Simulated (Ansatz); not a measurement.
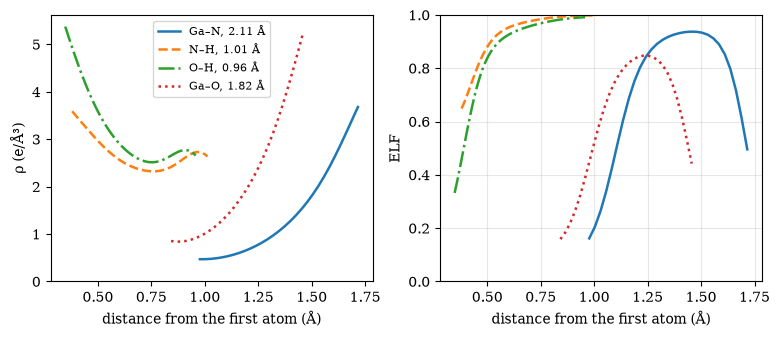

GaH6NO2. Electron density and ELF along straight lines between neighbouring atoms. The curves leave out the atomic cores.

The product side of a reaction path; geometry: PBE0-D4/def2-TZVP.

All numbers below come from Ansatz, RKS PBE0-D4/def2-TZVPP.

```
atom    x (Å)    y (Å)    z (Å)
  Ga  -0.7052  -0.1985   0.3859
   N   1.0953   0.8640   0.0862
   O   0.1591  -1.7393   0.8245
   O  -1.1683  -0.1697  -1.3789
   H   1.2431   1.7334   0.5836
   H  -1.5389   0.5708   1.4639
   H   1.8256   0.2037   0.3330
   H   1.1308   1.0399  -0.9129
   H   0.0242  -2.4209   0.1638
   H  -2.0658   0.1167  -1.5492
```

> Compare the contacts.

Ga–N (2.11 Å): ρ is about 0.49 e/Å³ halfway; the ELF peaks at about 0.95 in the valence shell of N, 0.7 Å from its nucleus, and is about 0.35 at the midpoint.
N–H (1.01 Å): the density is about 2.9 e/Å³ at the midpoint; the ELF climbs to about 1 towards the hydrogen, as it does in any bond to H: a covalent bond by its length.
O–H (0.96 Å): the density is about 3.8 e/Å³ at the midpoint; the ELF climbs to about 1 towards the hydrogen; an ordinary covalent bond to hydrogen.
Ga–O (1.82 Å): ρ at the midpoint is about 0.85 e/Å³; the ELF peaks at about 0.85 in the valence shell of O, 0.6 Å from its nucleus, and is about 0.25 at the midpoint.
